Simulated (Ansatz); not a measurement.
# CH2Cl2FO2: the cost of one run

The runs use Ansatz 0.2.0; RHF/def2-SVPD.

## Step 1: The starting structure

SMILES `OC(O)(F)Cl`, 7 atoms, charge 0, spin multiplicity 1.

Atoms are counted from 1 here; the program's logs count them from 0.

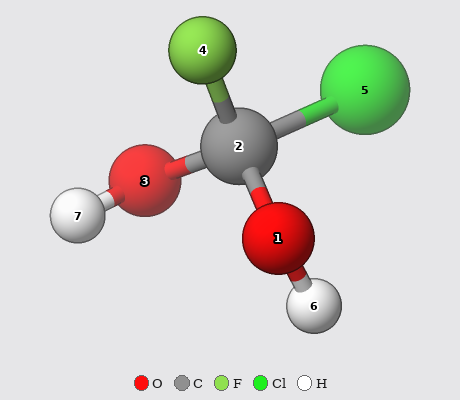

Start geometry, drawn with colours as in the key; atoms are numbered from 1 in the order of the file.

Coordinates:

```
O    -1.0254    0.0707    0.6438
C    -0.0533   -0.1073   -0.3081
O     1.2311   -0.1158    0.1752
F    -0.3560   -1.2917   -0.9158
Cl   -0.0947    1.2014   -1.5775
H    -0.9092    0.9534    1.0429
H     1.2688   -0.7786    0.8936
```

This geometry comes from a loose relaxation at PBE in a small basis, which is not shown.

## Step 4: Setting up the map

The probe is moved over the molecule's main plane (x and y are the axes of that plane, centred on the molecule).

First coordinate, x of the probe's Cl atom: 11 values from −5 to 5 Å. Second coordinate, y of the probe's Cl atom: 9 values from −4 to 4 Å.

Nothing else is relaxed (molecule and probe rigid). Energies count from molecule and probe far apart, each relaxed in its own basis (no counterpoise correction). Points are written as (first, second).

The probe Cl- moves over a plane: the molecule's main plane. The molecule is turned into the frame of its main axes, as the inputs below show.

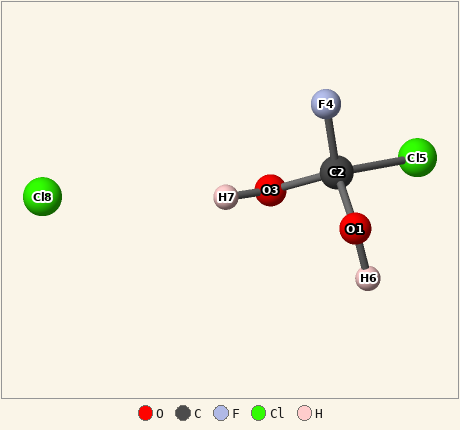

The geometry at (3 Å, −4 Å).

(The set-up runs are not shown.)

## Step 5: The run at (3 Å, −4 Å)

Input file input.yaml:

```yaml
crystal:
  periodic: [false, false, false]
  atoms:
    - { symbol: O, position_ang: [0.692755, 0.852744, -0.855181] }
    - { symbol: C, position_ang: [0.096962, -0.013549, -0.014345] }
    - { symbol: O, position_ang: [0.370438, -1.303352, -0.283559] }
    - { symbol: F, position_ang: [0.520188, 0.305985, 1.198094] }
    - { symbol: Cl, position_ang: [-1.680342, 0.158173, -0.045009] }
    - { symbol: H, position_ang: [0.383593, 0.726019, -1.739813] }
    - { symbol: H, position_ang: [1.308412, -1.437956, -0.252687] }
    - { symbol: Cl, position_ang: [3.0, -4.0, 0.0] }
total_charge: -1
basis:
  gaussian: { orbitals: def2-SVPD }
hamiltonian:
  xc: hf
output:
  forces: true
```

Launch:

```sh
$ ansatz run input.yaml --threads 1 --pin off --max-ram 2560MiB --backend cpu --events-out ev --progress --plain --runs-dir out
```

**Question.** How long does this run take on 1 thread of Arm Neoverse V2, shared host, and how much memory does it need?

About 4.6 s, with a peak of 0.38 GiB.
